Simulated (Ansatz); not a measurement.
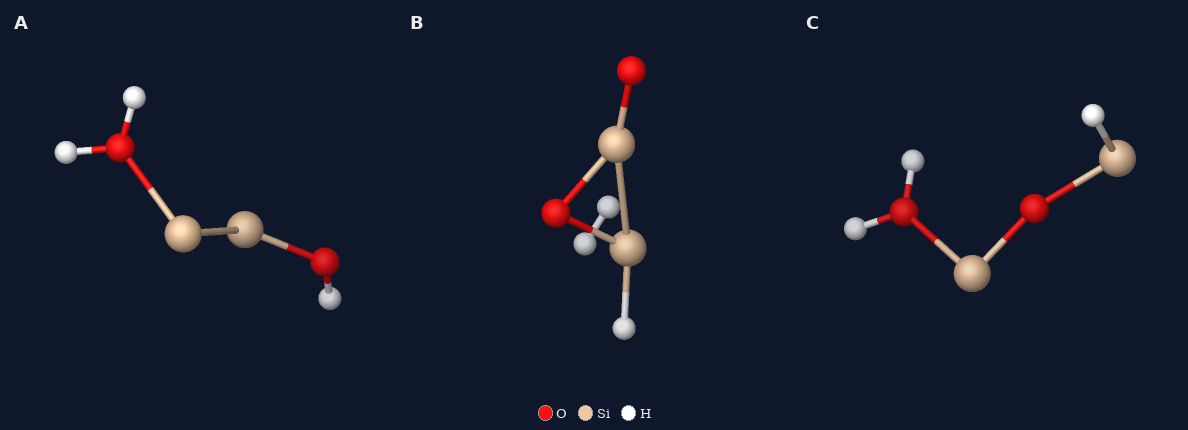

3 stationary structures of one formula. State: charge +1, singlet. Geometries: PBE-D4/def2-SVP. Electronic energies: PBE-D4/def2-SVP (Ansatz 0.2.0), without zero-point energy. No frequency run is at hand to confirm each as a minimum. Each is one conformer, not always the lowest.

### Which structure is the most stable?

C is lowest (C1); A lies 42.0 kcal/mol above it (C1), B lies 57.4 kcal/mol above it (C1).
